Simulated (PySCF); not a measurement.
# C6H6 (SMILES C1=CC2C3C1C23): levels of theory compared

Wanted: a comparison of 5 runs (HF/STO-3G, HF/6-31G*, HF/6-31G**, HF/def2-SVP, B3LYP/6-31G*) of C6H6. 

Program for the calculation: PySCF 2.14.0.

### 1 The structure to begin with

C6H6 has 12 atoms, charge 0, and is taken as a singlet. SMILES: `C1=CC2C3C1C23`. The coordinates come from a GFN2-xTB relaxation. This is one conformer, not always the lowest.

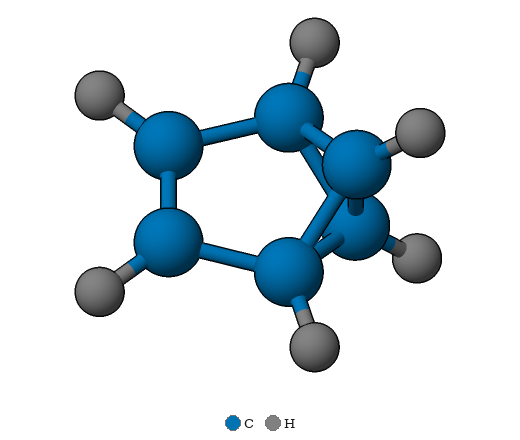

Viewed from a chosen angle; carbon blue, hydrogen grey.

### 2 Energy and gradient at HF/STO-3G (run 1)

input.py reads:

```python
from pyscf import gto

system = gto.M(
    atom='''
C       -0.521340      -1.187560      -0.595090
C       -0.079530      -1.264360       0.656820
C        0.394960       0.105670       0.996410
C        0.894900       0.776050      -0.268620
C       -0.312440       0.228740      -1.004960
C       -0.431310       1.113330       0.220920
H       -0.945670      -1.945350      -1.223410
H       -0.046380      -2.101720       1.325290
H        0.812640       0.345110       1.962680
H        1.770030       1.326540      -0.544110
H       -0.583160       0.587600      -1.986510
H       -0.952700       2.015930       0.460580
''',
    max_memory=1860,
    verbose=3,
    charge=0,
    basis='sto-3g',
)

calc0 = system.RHF()
calc0.conv_tol = 1e-10
calc0.kernel()
if not calc0.converged:
    calc0 = calc0.newton().run(calc0.mo_coeff, calc0.mo_occ)

e_tot = calc0.e_tot
print('Final energy', e_tot)
grad = calc0.nuc_grad_method().kernel()
dip = calc0.dip_moment()
pop, q = calc0.mulliken_pop()
```

Launch:

```console
OMP_NUM_THREADS=1 python input.py
```

Log:

```text
converged SCF energy = -227.781869109961
Final energy -227.78186910996115
--------------- RHF gradients ---------------
         x                y                z
0 C    -0.0064284638     0.0195825559    -0.0311040049
1 C     0.0150453727     0.0159021854     0.0302375148
2 C    -0.0045029138    -0.0105755242    -0.0051755254
3 C     0.0093226399    -0.0078246950    -0.0038150775
4 C    -0.0007628171    -0.0111135105     0.0057643438
5 C    -0.0117140162    -0.0017942718     0.0040493825
6 H     0.0025684462     0.0056004020     0.0030516775
7 H     0.0002689054     0.0059841920    -0.0033389881
8 H    -0.0013588017    -0.0026895001    -0.0018841675
9 H    -0.0066092856    -0.0034694728     0.0021177640
10 H     0.0000115057    -0.0029571274     0.0019825304
11 H     0.0041594282    -0.0066452336    -0.0018854495
----------------------------------------------
Dipole moment(X, Y, Z, Debye):  0.18074,  0.74104, -0.01841
 ** Mulliken pop  **
pop of  0 C 1s            1.99289
pop of  0 C 2s            1.13811
pop of  0 C 2px           1.00973
pop of  0 C 2py           0.94936
pop of  0 C 2pz           0.97805
pop of  1 C 1s            1.99289
pop of  1 C 2s            1.13810
pop of  1 C 2px           1.00456
pop of  1 C 2py           0.95303
pop of  1 C 2pz           0.97958
pop of  2 C 1s            1.99226
pop of  2 C 2s            1.15547
pop of  2 C 2px           1.04291
pop of  2 C 2py           0.91366
pop of  2 C 2pz           0.94486
pop of  3 C 1s            1.99250
pop of  3 C 2s            1.15905
pop of  3 C 2px           0.91943
pop of  3 C 2py           1.13410
pop of  3 C 2pz           0.89057
pop of  4 C 1s            1.99226
pop of  4 C 2s            1.15545
pop of  4 C 2px           1.02266
pop of  4 C 2py           0.92795
pop of  4 C 2pz           0.95084
pop of  5 C 1s            1.99250
pop of  5 C 2s            1.15854
pop of  5 C 2px           0.98909
pop of  5 C 2py           1.06267
pop of  5 C 2pz           0.89306
pop of  6 H 1s            0.93630
pop of  7 H 1s            0.93630
pop of  8 H 1s            0.93239
pop of  9 H 1s            0.91827
pop of  10 H 1s           0.93240
pop of  11 H 1s           0.91822
 ** Mulliken atomic charges  **
charge of    0C =     -0.06814
charge of    1C =     -0.06816
charge of    2C =     -0.04915
charge of    3C =     -0.09564
charge of    4C =     -0.04916
charge of    5C =     -0.09586
charge of    6H =      0.06370
charge of    7H =      0.06370
charge of    8H =      0.06761
charge of    9H =      0.08173
charge of   10H =      0.06760
charge of   11H =      0.08178
```

It took 6.6 s on 1 thread of Intel Xeon at 2.50GHz (Skylake/Cascade Lake), shared host; peak memory 0.12 GiB.

### 3 Energy and gradient at HF/6-31G(d) (spherical functions) (run 2)

calc.py reads:

```python
# Benzvalene
import pyscf.grad
from pyscf import gto, scf

mol = gto.M(
    atom='''
C     -0.985190    -2.244163    -1.124557
C     -0.150290    -2.389294     1.241210
C      0.746366     0.199687     1.882942
C      1.691116     1.466522    -0.507618
C     -0.590426     0.432256    -1.899099
C     -0.815058     2.103889     0.417478
H     -1.787057    -3.676179    -2.311910
H     -0.087645    -3.971675     2.504435
H      1.535667     0.652163     3.708928
H      3.344872     2.506797    -1.028219
H     -1.102013     1.110403    -3.753960
H     -1.800342     3.809556     0.870370
''',
    unit='bohr',
    basis='6-31g*',
    max_memory=1860,
    verbose=4,
)

calc0 = scf.RHF(mol)
calc0.conv_tol = 1e-10
calc0.kernel()
if not calc0.converged:
    calc0 = calc0.newton().run(calc0.mo_coeff, calc0.mo_occ)

e_final = calc0.e_tot
print('E = %.10f Eh' % e_final)
grad = calc0.Gradients().kernel()
calc0.analyze()
```

Launch:

```console
OMP_NUM_THREADS=1 python calc.py
```

Log:

```text
PySCF version 2.14.0

[... 82 lines left out ...]
One-electron Energy =                 -738.314774173766409
[... 10 lines left out ...]
MO #6   energy= -11.2054215486603  occ= 2
[... 8 lines left out ...]
MO #15  energy= -0.532426014759811 occ= 2
[... 8 lines left out ...]
MO #24  energy= 0.290803261255662  occ= 0
[... 8 lines left out ...]
MO #33  energy= 0.42858800133246   occ= 0
[... 8 lines left out ...]
MO #42  energy= 0.862211963514302  occ= 0
[... 8 lines left out ...]
MO #51  energy= 1.06484592151461   occ= 0
[... 8 lines left out ...]
MO #60  energy= 1.35253955922139   occ= 0
[... 8 lines left out ...]
MO #69  energy= 1.94779347118115   occ= 0
[... 8 lines left out ...]
MO #78  energy= 2.39260087571009   occ= 0
[... 8 lines left out ...]
MO #87  energy= 2.90080325182941   occ= 0
[... 8 lines left out ...]
MO #96  energy= 3.36198098715534   occ= 0
[... 72 lines left out ...]
pop of  5 C 1s            1.99998
pop of  5 C 2s            0.97741
pop of  5 C 3s            0.00333
pop of  5 C 2px           1.04451
pop of  5 C 2py           1.13079
pop of  5 C 2pz           0.93456
pop of  5 C 3px           0.00402
pop of  5 C 3py           0.00259
pop of  5 C 3pz           0.00524
pop of  5 C 3dxy          0.00286
pop of  5 C 3dyz          0.00253
pop of  5 C 3dz^2         0.00177
pop of  5 C 3dxz          0.00228
pop of  5 C 3dx2-y2       0.00282
pop of  6 H 1s            0.88585
pop of  6 H 2s            0.00936
pop of  7 H 1s            0.88585
pop of  7 H 2s            0.00936
pop of  8 H 1s            0.89512
pop of  8 H 2s            0.00894
pop of  9 H 1s            0.87675
pop of  9 H 2s            0.00993
pop of  10 H 1s           0.89513
pop of  10 H 2s           0.00894
pop of  11 H 1s           0.87664
pop of  11 H 2s           0.00995
 ** Mulliken atomic charges  **
charge of    0C =     -0.12610
charge of    1C =     -0.12611
charge of    2C =     -0.07339
charge of    3C =     -0.11451
charge of    4C =     -0.07340
charge of    5C =     -0.11469
charge of    6H =      0.10479
charge of    7H =      0.10480
charge of    8H =      0.09594
charge of    9H =      0.11332
charge of   10H =      0.09593
charge of   11H =      0.11341
Dipole moment(X, Y, Z, Debye):  0.19723,  0.81275, -0.01986
```

Wall time 37 s (1 thread of Intel Xeon at 2.50GHz (Skylake/Cascade Lake), shared host); peak memory 0.2 GiB.

Runs 3 to 4 aren't shown in full; the table further down has their settings and results.

### 4 Energy and gradient at B3LYP/6-31G(d) (Cartesian functions) (run 5)

job.py reads:

```python
from pyscf import gto, dft

system = gto.Mole()
system.atom = '''
C       -0.521340      -1.187560      -0.595090
C       -0.079530      -1.264360       0.656820
C        0.394960       0.105670       0.996410
C        0.894900       0.776050      -0.268620
C       -0.312440       0.228740      -1.004960
C       -0.431310       1.113330       0.220920
H       -0.945670      -1.945350      -1.223410
H       -0.046380      -2.101720       1.325290
H        0.812640       0.345110       1.962680
H        1.770030       1.326540      -0.544110
H       -0.583160       0.587600      -1.986510
H       -0.952700       2.015930       0.460580
'''
system.basis = '6-31g*'
system.cart = True
system.max_memory = 1860
system.verbose = 4
system.charge = 0
system.build()

mf = dft.RKS(system)
mf.xc = 'b3lyp'
mf.conv_tol = 1e-10
mf.grids.level = 5
mf.kernel()
if not mf.converged:
    mf = mf.newton().run(mf.mo_coeff, mf.mo_occ)

energy = mf.e_tot
print('E(%s) = %.9f' % ('B3LYP', energy))
grad = mf.nuc_grad_method().kernel()
mf.analyze()
```

Launch:

```console
OMP_NUM_THREADS=1 python job.py
```

Log:

```text
PySCF version 2.14.0

[... 105 lines left out ...]
MO #2   energy= -10.1965794277394  occ= 2
[... 9 lines left out ...]
MO #12  energy= -0.539581024186631 occ= 2
[... 9 lines left out ...]
MO #22  energy= 0.022936775562278  occ= 0
[... 9 lines left out ...]
MO #32  energy= 0.227494874905561  occ= 0
[... 9 lines left out ...]
MO #42  energy= 0.610382386051863  occ= 0
[... 9 lines left out ...]
MO #52  energy= 0.819822946752066  occ= 0
[... 9 lines left out ...]
MO #62  energy= 1.16849400326196   occ= 0
[... 9 lines left out ...]
MO #72  energy= 1.82423098406855   occ= 0
[... 9 lines left out ...]
MO #82  energy= 2.3131377558817    occ= 0
[... 9 lines left out ...]
MO #92  energy= 2.72335836741944   occ= 0
[... 9 lines left out ...]
MO #102 energy= 4.57906417838794   occ= 0
[... 78 lines left out ...]
pop of  5  C 2s           0.97755
pop of  5  C 3s           0.00360
pop of  5  C 2px          1.04600
pop of  5  C 2py          1.12752
pop of  5  C 2pz          0.93445
pop of  5  C 3px          0.00492
pop of  5  C 3py          0.00350
pop of  5  C 3pz          0.00630
pop of  5  C 3dxx         0.00126
pop of  5  C 3dxy         0.00243
pop of  5  C 3dxz         0.00180
pop of  5  C 3dyy         0.00100
pop of  5  C 3dyz         0.00150
pop of  5  C 3dzz         0.00119
pop of  6  H 1s           0.88062
pop of  6  H 2s           0.00863
pop of  7  H 1s           0.88062
pop of  7  H 2s           0.00866
pop of  8  H 1s           0.88669
pop of  8  H 2s           0.00841
pop of  9  H 1s           0.87262
pop of  9  H 2s           0.00949
pop of  10  H 1s          0.88670
pop of  10  H 2s          0.00841
pop of  11  H 1s          0.87252
pop of  11  H 2s          0.00951
 ** Mulliken atomic charges  **
charge of    0C =     -0.13591
charge of    1C =     -0.13588
charge of    2C =     -0.08486
charge of    3C =     -0.11269
charge of    4C =     -0.08490
charge of    5C =     -0.11288
charge of    6H =      0.11075
charge of    7H =      0.11072
charge of    8H =      0.10490
charge of    9H =      0.11790
charge of   10H =      0.10489
charge of   11H =      0.11797
Dipole moment(X, Y, Z, Debye):  0.19910,  0.82036, -0.01996
```

It took 1.7 min on 1 thread of Intel Xeon at 2.50GHz (Skylake/Cascade Lake), shared host; peak memory 1 GiB.

### 5 The series

| run | level | Cartesian functions | integration grid | energy (Eh) | dipole moment (D) | HOMO energy (eV) | LUMO energy (eV) | wall time |
| --- | --- | --- | --- | --- | --- | --- | --- | --- |
| 1 | HF/STO-3G | no | – | -227.781869 | 0.76 | -7.20 | 8.41 | 6.6 s |
| 2 | HF/6-31G* (spherical functions) | no | – | -230.568848 | 0.84 | -8.40 | 4.85 | 37 s |
| 3 | HF/6-31G** (spherical functions) | no | – | -230.580741 | 0.83 | -8.40 | 4.83 | 48 s |
| 4 | HF/def2-SVP | no | – | -230.403394 | 0.88 | -8.62 | 4.45 | 37 s |
| 5 | B3LYP/6-31G* (Cartesian functions) | yes | 5 | -232.117413 | 0.84 | -5.68 | 0.62 | 1.7 min |

### 6 Outcome

| quantity | value |
| --- | --- |
| run 5: total energy | -232.11741 Eh |
| run 5: dipole moment | 0.84 D |
| run 5: HOMO energy | -5.68 eV |
| run 5: LUMO energy | 0.62 eV |
| run 5: HOMO–LUMO gap | 6.30 eV |
| run 5: largest force on an atom | 0.546 eV/Å |

What this shows: The dipole moment (its size) runs from 0.76 D (HF/STO-3G) to 0.88 D (HF/def2-SVP). The HOMO–LUMO gap runs from 6.30 eV (B3LYP/6-31G*) to 15.60 eV (HF/STO-3G). The two ends differ in method and basis. In run 1 the basis is minimal, so the values are rough. All runs together took 3.9 min, the longest 1.7 min.
